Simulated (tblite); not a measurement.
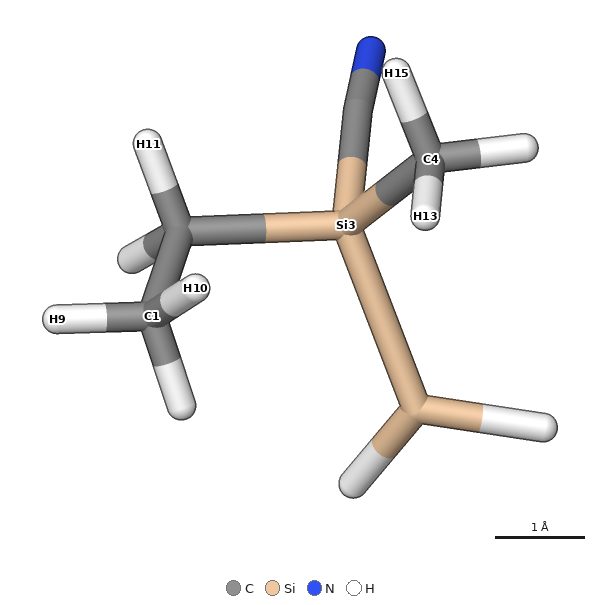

Fig. 1: The input geometry (stick view, seen at a tilt; atoms are numbered from 1 in the order of the input). Bond lengths as drawn: C–C 1.52 Å, C–H 1.09 Å, C–N 1.15 Å, C–Si 1.88 to 1.92 Å, H–Si 1.46 to 1.47 Å and Si–Si 2.29 Å.

# C₄H₁₀NSi₂: frequency calculation

C₄H₁₀NSi₂, multiplicity 2, computed with GFN2-xTB harmonic vibrations, gas phase (tblite 0.8.0).

It belongs to a series of runs on one base structure; here: H removed from Si.

Log
```
mode    cm-1     km/mol
  1      45.7      0.46
  2      74.6      8.27
  3      87.7      2.67
  4     105.4      1.34
  5     110.8      2.75
  6     121.5      4.03
  7     146.2      1.02
  8     155.8      7.34
  9     239.1      1.65
 10     290.5      4.96
 11     311.3     19.78
 12     330.1      6.11
 13     371.3     12.18
 14     385.5      8.20
 15     451.7      1.30
 16     611.8     20.49
 17     666.4     25.41
 18     714.5     25.57
 19     760.6     96.58
 20     787.1    328.38
 21     823.2     13.47
 22     824.8     85.46
 23     980.1     13.46
 24    1019.9      5.89
 25    1077.1      9.52
 26    1242.9      4.05
 27    1289.1      0.94
 28    1375.3      6.88
 29    1421.3      1.49
 30    1485.0      1.48
 31    1488.7      0.58
 32    1493.9      0.05
 33    1509.3      1.79
 34    1516.0      3.39
 35    2226.2    199.84
 36    2235.2    412.23
 37    2295.9    247.88
 38    2963.6     34.87
 39    2980.2     18.68
 40    3003.5     50.69
 41    3015.3     51.23
 42    3028.3     23.14
 43    3028.7     18.36
 44    3033.8     34.76
 45    3041.2     19.02
```

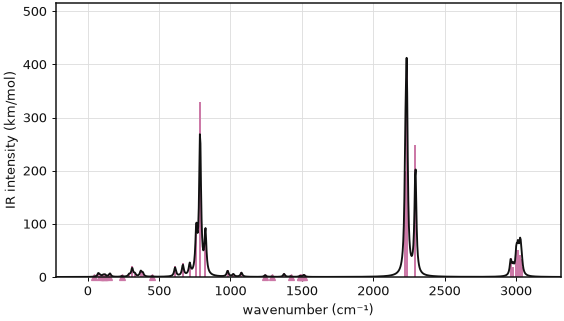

Fig. 2: Harmonic infrared spectrum, unscaled: sticks (degenerate modes added up, dark ones marked on the axis) with a Lorentzian envelope of 16 cm⁻¹ full width, scaled to the tallest stick. 45 modes from 46 to 3041 cm⁻¹, none imaginary. The strongest line is at 2235 cm⁻¹ (412 km/mol).

This output came from the following input.

Input file
```
{"job": {"kind": "ir", "xc": "GFN2-xTB", "basis": "xTB"}, "charge": 0, "multiplicity": 2}
C     -1.693729    -0.573095     1.239618
C     -0.834119    -1.171576     0.134388
Si     0.557620     0.014436    -0.436820
C     -0.184268     1.569428    -1.258590
Si     1.910961     0.575382     1.320033
C      1.395315    -0.908581    -1.840098
N      2.043642    -1.464023    -2.609310
H     -1.087882    -0.323912     2.110417
H     -2.466068    -1.273239     1.554320
H     -2.184075     0.335756     0.896430
H     -1.471949    -1.432989    -0.712128
H     -0.395646    -2.106685     0.487624
H     -0.752671     2.156276    -0.542466
H      0.596255     2.208972    -1.660340
H     -0.849527     1.311446    -2.078518
H      2.416841    -0.454974     2.231258
H      2.992301     1.549408     1.154271
```

The first line tells a small driver script what to run in tblite; the rest is the geometry in Å.

Launched with:
```bash
OMP_NUM_THREADS=1 python <driver script> task.json out
```

Key numbers

```tsv
quantity	value
outcome	converged
total energy	−542.0295 eV
zero-point energy	78.8640 kcal/mol
hardware	1 CPU thread, shared host
wall time	0.56 s
peak memory	0.18 GiB
```
